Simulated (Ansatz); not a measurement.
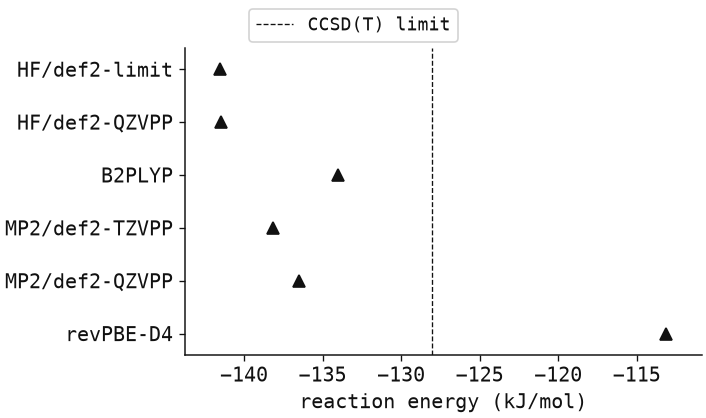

Electronic reaction energy of B₂SiH₅F (BB[SiH2]F) + NH₃ (N) → B₂NH₅ (BBN) + SiH₃F (F[SiH3]) (SMILES in brackets) at several levels (functionals in def2-TZVPP unless a basis is named), isolated molecules at PBE0-D4 triple-zeta geometries, minima by their frequencies, no zero-point or thermal terms, the Ansatz code 0.2.0. The line is frozen-core CCSD(T) at the basis limit (MP2 extrapolated from triple and quadruple zeta, plus CCSD(T) less MP2 in a smaller set). B2PLYP holds a correlation term that converges slowly with the basis, so part of the distance to the limit is basis error. No dispersion term is added to B2PLYP. The distance of MP2/def2-TZVPP and MP2/def2-QZVPP to the limit includes basis error.

Question: What range do the values span, the line included?

Answer: From −141.5 kJ/mol (HF/def2-limit) to −113.1 kJ/mol (revPBE-D4).

Question: Which level comes closest to the line (CCSD(T) limit), and which misses most?

Answer: Closest B2PLYP (−134.0 kJ/mol), against −128.1 kJ/mol; farthest revPBE-D4 (−113.1 kJ/mol).

Known limits of this run: one conformer of each flexible molecule.
